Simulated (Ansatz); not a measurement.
# SnH2Cl2 (SMILES [Cl][SnH2][Cl]): BLYP/def2-SVPD (core potential)

What is the electronic atomisation energy of SnH2Cl2 at BLYP/def2-SVPD (core potential)? 

The calculation is run with Ansatz 0.2.0.

54 further runs of the same task are left out: 54 set aside as unsound or not needed.

## Step 1: Starting point

SnH2Cl2: 5 atoms, total charge 0, spin state singlet. As SMILES, `[Cl][SnH2][Cl]`. The coordinates come from a PBE0-D4/def2-TZVP relaxation.

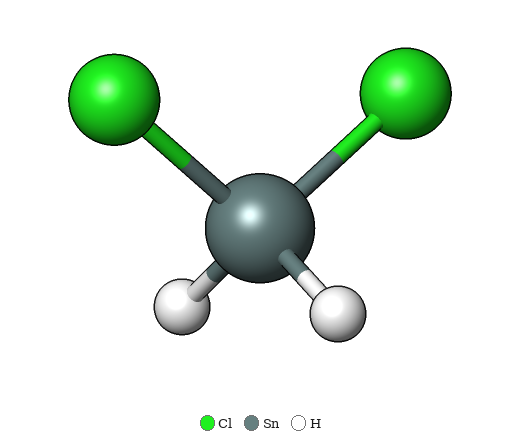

Viewed from a chosen angle; chlorine green, tin teal, hydrogen white.

## Step 2: A single-point energy at BLYP/def2-SVPD (core potential)

run.yaml

```yaml
crystal:
  periodic: [false, false, false]
  atoms:
    - {symbol: Cl, position_ang: [-1.795300, -0.326200, 1.206500]}
    - {symbol: Sn, position_ang: [0.192400, -0.102900, 0.038600]}
    - {symbol: Cl, position_ang: [-0.250400, 1.295500, -1.753900]}
    - {symbol: H, position_ang: [0.602200, -1.626300, -0.582100]}
    - {symbol: H, position_ang: [1.301000, 0.686300, 1.049400]}
basis:
  gaussian:
    orbitals: def2-SVPD
hamiltonian:
  xc: {name: BLYP}
accuracy: high
output: {orbitals: {seedname: orbitals}}
```

Run with:

```
$ ansatz run run.yaml --threads 1 --pin off --max-ram 3480MiB --events-out events.jsonl --progress --plain --runs-dir runs
```

Log:

```text
Warning: RAYON_NUM_THREADS=1 ignored (pool sized by the plan → 1); use --threads N
Functional definition: BLYP
  name "BLYP"
  parameter beta = 0.0042
  parameter a = 0.04918
  parameter b = 0.132
  parameter c = 0.2533
  parameter d = 0.349
  exchange = b88_x(beta = beta)
  correlation = lyp_c(a = a, b = b, c = c, d = d)
2112 factors; integrals over basis functions are off by at most 3.7e-9 eV
mean field evaluation 1: about -30900.1996 eV, gradient 2.4e1 eV
mean field evaluation 2: about -30898.1417 eV, gradient 3.7e1 eV
mean field evaluation 4: about -30901.7534 eV, gradient 9.7e-1 eV
mean field evaluation 8: about -30901.7580 eV, gradient 3.3e-2 eV
mean field evaluation 16: about -30901.7580 eV, gradient 1.3e-6 eV
mean field -30901.75795984 eV, -1135.6186590603 hartree, gradient 3.3e-8 eV, S^2 0.000000; 0 other end points of the search recorded, 0 dependent functions left out
reference -30901.75800872 eV, -1135.6186608566 hartree; 29, 29 occupied and 73, 73 virtual orbitals, 2112 factors
Total energy: -30901.75800872 eV, -1135.6186608566 hartree
```

It took 7.8 s on 1 thread of Arm Neoverse V2, shared host; peak memory 0.27 GiB.

## Step 3: The Cl atom at the same level

molecule.yaml

```yaml
crystal:
  periodic: [false, false, false]
  atoms:
    - {symbol: Cl, position_ang: [0.000000, 0.000000, 0.000000]}
basis:
  gaussian: {orbitals: def2-SVPD}
magnetization: {spin_polarized: true, initial_magnetization: 1}
hamiltonian: {xc: {name: BLYP}}
accuracy: high
```

Run the same way, it converges to -459.99839 Eh (log not shown).

## Step 4: The H atom, same level

molecule.yaml

```yaml
crystal:
  periodic: [false, false, false]
  atoms:
    - {symbol: H, position_ang: [0.000000, 0.000000, 0.000000]}
basis:
  gaussian:
    orbitals: def2-SVPD
magnetization:
  spin_polarized: true
  initial_magnetization: 1
hamiltonian:
  xc: {name: BLYP}
accuracy: high
```

Run the same way, it converges to -0.49640 Eh (log not shown).

## Step 5: The Sn atom at the same level

job.yaml

```yaml
crystal:
  periodic: [false, false, false]
  atoms:
    - {symbol: Sn, position_ang: [0.000000, 0.000000, 0.000000]}
basis:
  gaussian:
    orbitals: def2-SVPD
hamiltonian:
  xc: {name: BLYP}
accuracy: high
magnetization:
  spin_polarized: true
  initial_magnetization: 2
```

Run the same way, it converges to -214.20040 Eh (log not shown).

## Step 6: What came out

At BLYP/def2-SVPD (core potential):

| quantity | value |
| --- | --- |
| molecule: total energy | -1135.61866 Eh |
| molecule: HOMO energy | -7.52 eV |
| molecule: LUMO energy | -2.44 eV |
| molecule: HOMO–LUMO gap | 5.08 eV |
| Cl atom: total energy | -459.99839 Eh |
| Cl atom: ⟨S²⟩ | 0.752 |
| H atom: total energy | -0.49640 Eh |
| H atom: ⟨S²⟩ | 0.750 |
| Sn atom: total energy | -214.20040 Eh |
| Sn atom: ⟨S²⟩ | 2.001 |
| electronic atomisation energy | 11.665 eV |

In words: Taking the molecule apart into free atoms costs 11.66 eV (1125 kJ/mol), before zero-point energy and without spin-orbit coupling.
